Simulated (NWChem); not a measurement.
# One shape, several levels: HNCO (isocyanic acid)

We compute a comparison of 4 runs (HF/STO-3G, HF/3-21G, B3LYP/6-31G*) of HNCO (isocyanic acid). 

The calculation is run with NWChem 7.3.0.

2 further runs of the same task are left out: 1 that didn't finish, 1 set aside as unsound or not needed.

### 1 The system as given

HNCO has 4 atoms, charge 0, and is taken as a singlet. As SMILES, `N=C=O`. The N1–H4 distance was set to 2.209 Å, away from the relaxed value. At this shape a bond of the SMILES string is far longer than usual.

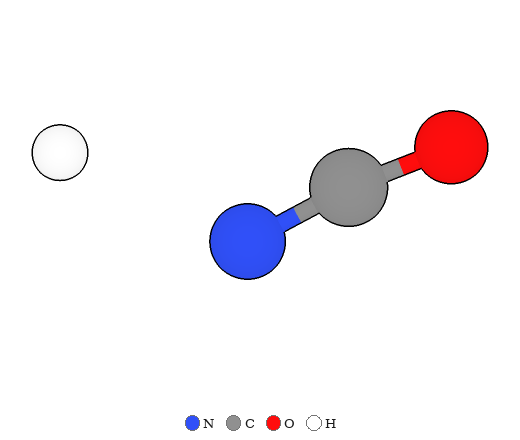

The structure, seen from a chosen angle (nitrogen blue, carbon grey, oxygen red, hydrogen white).

### 2 A single-point energy at HF/STO-3G (run 1)

struct.xyz reads:

```xyz
4

N     -0.591815    -0.361520    -0.921087
C     -1.559115     0.190080    -0.452087
O     -2.558615     0.674480    -0.115087
H      1.419000    -0.415200    -0.007200
```

struct.nw reads:

```
start struct
memory 2200 mb

geometry units angstrom noautosym nocenter noautoz
 load struct.xyz
end

basis spherical bse
 N library STO-3G
 C library STO-3G
 O library STO-3G
 H library STO-3G
end

scf
 thresh 1e-08
 maxiter 80
end

task scf energy
```

Run with:

```console
nwchem struct.nw > struct.out
```

The log of the run:

```text
[...]
  functions       =    16
[...]
  wavefunction    = RHF
[...]
         Total SCF energy =   -165.209066970625
      One-electron energy =   -338.978870600110
      Two-electron energy =    117.222434801249
 Nuclear repulsion energy =     56.547368828236
        Time for solution =      0.4s
[...]
```

Wall time 0.97 s (1 thread of AMD EPYC 7B13 (Zen 3), shared host); peak memory 0.1 GiB.

### 3 The energy at HF/3-21G (run 2)

run.py reads:

```python
from ase import Atoms
from ase.calculators.nwchem import NWChem

mol = Atoms(['N', 'C', 'O', 'H'], positions=[
    [-0.591815, -0.361520, -0.921087],
    [-1.559115, 0.190080, -0.452087],
    [-2.558615, 0.674480, -0.115087],
    [1.419000, -0.415200, -0.007200],
])

calc = NWChem(
    label='test',
    theory='scf',
    memory='2200 mb',
    basis='3-21G',
    basispar='spherical bse',
    scf={'nopen': '0', 'rhf': None, 'thresh': '1e-08', 'maxiter': '80'},
    task='energy',
)
mol.calc = calc

print("Total energy (eV):", round(mol.get_potential_energy(), 6))
print("dipole (e A):", mol.get_dipole_moment().round(4))
```

Run with:

```console
export ASE_NWCHEM_COMMAND="nwchem PREFIX.nwi > PREFIX.nwo"
python run.py
```

The log of the run:

```text
Total energy (eV): -4532.706977
dipole (e A): [ 0.6406 -0.0249  0.2777]
```

The calculator wrote test.nwi:

```
title "test"

permanent_dir test

scratch_dir test

start test

geometry units angstrom nocenter noautosym noautoz
  N  -5.9181499999999998e-01 -3.6152000000000001e-01 -9.2108699999999999e-01
  C  -1.5591150000000000e+00 1.9008000000000000e-01 -4.5208700000000002e-01
  O  -2.5586150000000001e+00 6.7447999999999997e-01 -1.1508699999999999e-01
  H  1.4190000000000000e+00 -4.1520000000000001e-01 -7.1999999999999998e-03
end

memory 2200 mb

basis spherical bse noprint
   * library 3-21G
end

scf
  nopen 0
  rhf
  thresh 1e-08
  maxiter 80
end

task scf energy
```

test.nwo:

```text
Northwest Computational Chemistry Package (NWChem) 7.3.0
             --------------------------------------------------------

           Job information
           ---------------

    nwchem branch   = 7.3.0
    use scalapack   = T
    input           = test.nwi
    prefix          = test.
    data base       = test/test.db
    status          = startup
    nproc           =        1

           Memory information
           ------------------

    heap     =     72089594 doubles =      550.0 Mbytes
    stack    =     72089599 doubles =      550.0 Mbytes
    global   =    144179200 doubles =     1100.0 Mbytes (distinct from heap & stack)
    total    =    288358393 doubles =     2200.0 Mbytes
    verify   = yes
    hardfail = no

[... 120 lines left out ...]
 Convergence threshold     :          1.000E-08
[... 13 lines left out ...]
       Final RHF  results
[... 3 lines left out ...]
      One-electron energy =   -339.180136401616
[... 1 line left out ...]
 Nuclear repulsion energy =     56.547368828236
[... 29 lines left out ...]
                       ROHF Final Molecular Orbital Analysis
[... 172 lines left out ...]
  Mulliken analysis of the total density
  --------------------------------------

    Atom       Charge   Shell Charges
 -----------   ------   -------------------------------------------------------
    1 N    7     7.55   1.99  0.41  1.62  1.46  2.06
    2 C    6     5.14   1.99  0.49  1.59  0.30  0.78
    3 O    8     8.54   1.99  0.44  2.07  1.54  2.50
    4 H    1     0.77   0.17  0.59

       Multipole analysis of the density wrt the origin
       ------------------------------------------------

     L   x y z        total         open         nuclear
     -   - - -        -----         ----         -------
     0   0 0 0     -0.000000      0.000000     22.000000

     1   1 0 0      1.210633      0.000000    -61.505507
[... 8 lines of this table left out ...]
     2   0 0 2    -13.882925      0.000000     25.965626

 Task  times  cpu:        0.3s     wall:        0.3s
 Total times  cpu:        0.4s     wall:        0.4s
```

It took 1.4 s on 1 thread of AMD EPYC 7B13 (Zen 3), shared host; peak memory 0.1 GiB.

Run 3 isn't shown in full; the table further down has it.

### 4 The energy at B3LYP/6-31G(d) (Cartesian functions) (run 4)

job.nw reads:

```
start job
title "CHNO B3LYP"
memory stack 880 mb heap 220 mb global 1100 mb
charge 0
geometry units angstroms noautosym nocenter noautoz
N    -0.591815   -0.361520   -0.921087
C    -1.559115    0.190080   -0.452087
O    -2.558615    0.674480   -0.115087
H     1.419000   -0.415200   -0.007200
end
basis cartesian
* library 6-31G*
end
dft
xc b3lyp
grid xfine
convergence energy 1e-08
maxiter 100
mulliken
end
task dft energy
```

Run with:

```console
nwchem job.nw > job.out
```

The log of the run:

```text
[...]
          Wavefunction type:  closed shell.
          No. of atoms     :     4
          No. of electrons :    22
[...]
          Charge           :     0
          Spin multiplicity:     1
[...]
          AO basis - number of functions:    47
[...]
              XC Information
              --------------
                         B3LYP Method XC Potential
                     Hartree-Fock (Exact) Exchange  0.200
                        Slater Exchange Functional  0.800 local
                    Becke 1988 Exchange Functional  0.720 non-local
              Lee-Yang-Parr Correlation Functional  0.810
                  VWN I RPA Correlation Functional  0.190 local
[...]
 d= 0,ls=0.0,diis     1   -168.3158807045 -2.25D+02  4.39D-02  8.83D-01     0.7
[...]
 d= 0,ls=0.5,diis    40   -168.4897289214 -9.22D-09  1.09D-06  7.12D-08    21.6
         Total DFT energy =     -168.489728927862
      One electron energy =     -340.869241931808
           Coulomb energy =      136.885183599908
    Exchange-Corr. energy =      -21.053039424198
 Nuclear repulsion energy =       56.547368828236
[...]
      Total Density - Mulliken Population Analysis
     ---------------------------------------------
    Atom       Charge   Shell Charges
 -----------   ------   -------------------------------------------------------
    1 N    7     7.46   1.99  0.85  2.24  1.07  1.33 -0.02
    2 C    6     5.37   1.99  0.75  1.98  0.15  0.47  0.04
    3 O    8     8.34   1.99  0.92  2.87  0.99  1.57  0.01
    4 H    1     0.82   0.28  0.55
[...]
```

Wall time 23 s (1 thread of AMD EPYC 7B13 (Zen 3), shared host); peak memory 0.12 GiB.

### 5 Overview of the runs

| run | level | iteration cap | module | energy (Eh) | dipole moment (D) | HOMO energy (eV) | LUMO energy (eV) | wall time |
| --- | --- | --- | --- | --- | --- | --- | --- | --- |
| 1 | HF/STO-3G | 80 | scf | -165.209067 | 2.25 | -7.20 | 0.54 | 0.97 s |
| 2 | HF/3-21G | 80 | scf | -166.573910 | 3.36 | -10.40 | -2.40 | 1.4 s |
| 3 | B3LYP/6-31G* (spherical functions) | 100 | dft | -168.485764 | 2.21 | -8.04 | -5.78 | 22 s |
| 4 | B3LYP/6-31G* (Cartesian functions) | 100 | dft | -168.489729 | 2.22 | -8.05 | -5.79 | 23 s |

### 6 Results

| quantity | value |
| --- | --- |
| run 4: total energy | -168.48973 Eh |
| run 4: dipole moment | 2.22 D |
| run 4: HOMO energy | -8.05 eV |
| run 4: LUMO energy | -5.79 eV |
| run 4: HOMO–LUMO gap | 2.26 eV |

**Reading.** The dipole moment (its size) runs from 2.21 D (B3LYP/6-31G*) to 3.36 D (HF/3-21G). The two ends differ in method and basis. The HOMO–LUMO gap runs from 2.26 eV (B3LYP/6-31G*) to 8.00 eV (HF/3-21G). In run 1 the basis is minimal, so the values are rough. In runs 1, 2, 3, 4 a closed-shell determinant meets a far-stretched bond, which it describes badly. All runs together took 47 s, the longest 23 s.
